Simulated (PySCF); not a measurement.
**BH$_{4}$Si, doublet, SMILES `B[SiH2]`: what the electrons do**

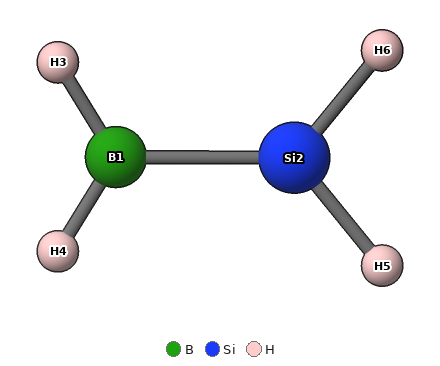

The molecule, with its atoms numbered as below. No frequency check shows the geometry to be a minimum.

Geometry (Å), atoms numbered from 1:

```
B1       1.3338   -0.0000    0.0000
Si2     -0.5444    0.0000    0.0000
H3       1.9454   -1.0062    0.0000
H4       1.9454    1.0062    0.0000
H5      -1.4693    1.1461    0.0000
H6      -1.4693   -1.1461    0.0000
```

## 1. Bonding charge

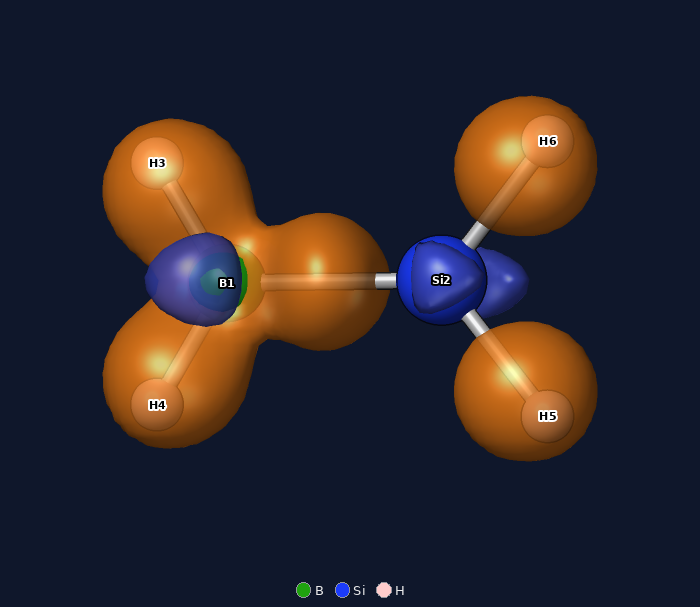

Deformation density (molecule less spherical, spin-averaged free atoms at the same positions), surfaces at ±0.11 e/Å³; orange: gain, blue: loss.

Level of theory: PBE0/def2-TZVP (PySCF), at a geometry from GFN2-xTB. The stability of the open-shell solution wasn't checked. GFN2-xTB doesn't know the spin state, so this open-shell geometry is rough.

**How much density has each bond gained at its critical point, relative to the free atoms?**

B1–H3 and B1–H4: +0.48 e/Å³ at the bond critical point (bond length 1.18 Å, Mayer order 1.0). B1–Si2: +0.27 e/Å³ at the bond critical point (bond length 1.88 Å, Mayer order 1.4). Si2–H6 and Si2–H5: +0.23 e/Å³ at the bond critical point (bond length 1.47 Å, Mayer order 0.9). In all, 1.5 electrons gather in the regions of gain relative to the promolecule.

**Where do the Hirshfeld charges lie?**

The highest Hirshfeld charge is on Si2 (+0.28 e), the lowest on H5 and H6 (−0.07 e).

```tsv
atom	charge (e)
B1	−0.03
Si2	+0.28
H3	−0.06
H4	−0.06
H5	−0.07
H6	−0.07
```

## 2. Bond critical points

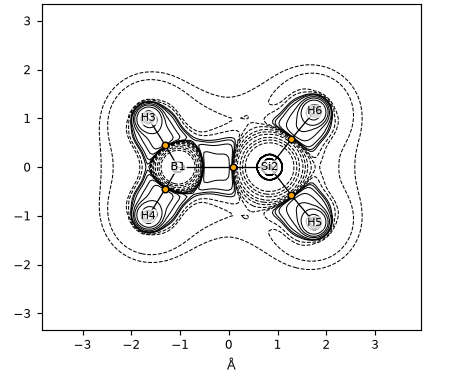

Negative Laplacian of the density (−∇²ρ) in the molecular plane (solid lines positive, dashed lines negative, contours at ±0.02 to ±8 a.u.), with bond paths and bond critical points (dots).

**At which bond critical points in this plane is charge locally concentrated, and at which depleted?**

Concentrated (∇²ρ < 0): B1–H3 and B1–H4 (−0.32 a.u.); B1–Si2 (0.00 a.u.). Depleted (∇²ρ > 0): Si2–H6 and Si2–H5 (+0.17 a.u., H = −0.077). A positive Laplacian with clearly negative H marks a strongly polar covalent bond, whose critical point lies close to the core of the less electronegative atom.

**Where along B1–Si2 does the critical point lie?**

1.13 Å from B1 and 0.75 Å from Si2.

## 3. Local ionisation energy

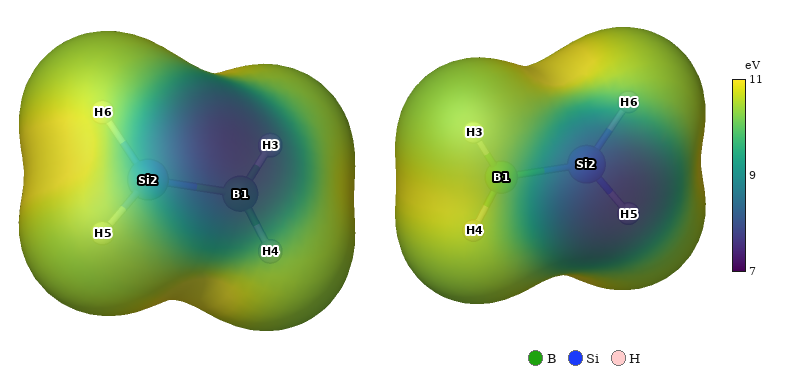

Average local ionisation energy on the surface of electron density 0.001 a.u. (back view left, front view right).

**Locate the minima of the map.**

The lowest value is 7.6 eV, off the molecular plane, over Si2 (2.3 Å), and at like points elsewhere. Further minima include 10.4 eV, 1.4 Å from H4, and at like points elsewhere; 10.5 eV, 1.5 Å from H6, and at like points elsewhere. For comparison, the highest occupied orbital lies at −6.6 eV.

**What volume does the surface enclose, and what is the dipole moment?**

About 84 Å³; the dipole moment is 1.0 D.

## 4. Spin density

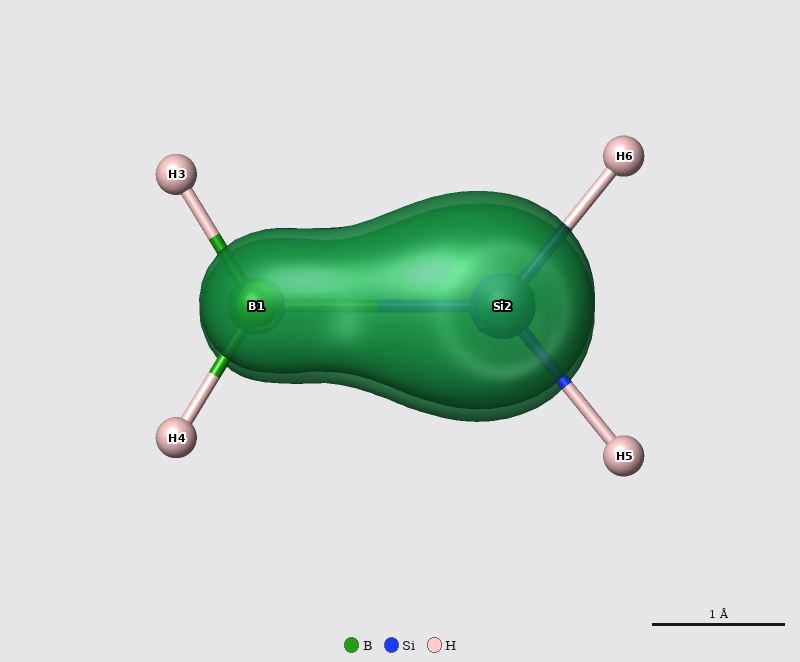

Spin density ρα − ρβ at ±0.05 e/Å³ (green: excess α, purple: excess β).

**Where is the unpaired spin?**

Hirshfeld spin populations: Si2 +0.64 and B1 +0.29. ⟨S²⟩ = 0.76, as for a pure state.

## 5. In an electric field

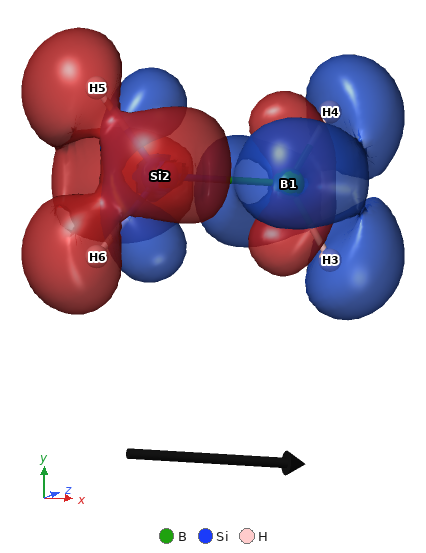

Change of the electron density in a uniform field of 0.10 V/Å along +x (arrow), surfaces at ±0.0008 e/Å³ (red: gain, blue: loss).

Level of theory: CAM-B3LYP/def2-SVPD (PySCF), at a geometry from GFN2-xTB. The stability of the open-shell solution wasn't checked. GFN2-xTB doesn't know the spin state, so this open-shell geometry is rough.

**How large is the response?**

The induced dipole is 0.35 D (along the field); α along this axis, from the fields in both directions, is 69 bohr³ (10.2 Å³).

**Which atoms gain and lose the most charge?**

Electrons gather most on Si2 (Hirshfeld charge changes by −0.009 e) and leave B1 most (+0.009 e); 0.028 electrons are displaced in all.

## 6. Removing or adding an electron

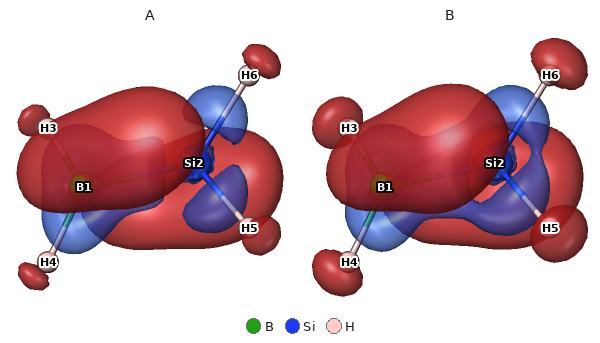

The two Fukui functions at ±0.03 e/Å³ (red positive, blue negative).

PySCF calculation, B3LYP/def2-SVP, gas phase; geometry: GFN2-xTB. GFN2-xTB doesn't know the spin state, so this open-shell geometry is rough.

**Why do the two look alike?**

The electron leaves from or enters the same singly occupied orbital. A is f⁺, B is f⁻. f⁻ (Hirshfeld-condensed) is largest on Si2 (0.49); the vertical ionisation energy is 8.72 eV (to the singlet cation, which needn't be its lowest state). f⁺ (Hirshfeld-condensed) is largest on Si2 (0.46); the vertical electron affinity is 1.41 eV (to the singlet anion, which needn't be its lowest state; the anion's highest orbital has positive energy, so this value and f⁺ depend on the basis).
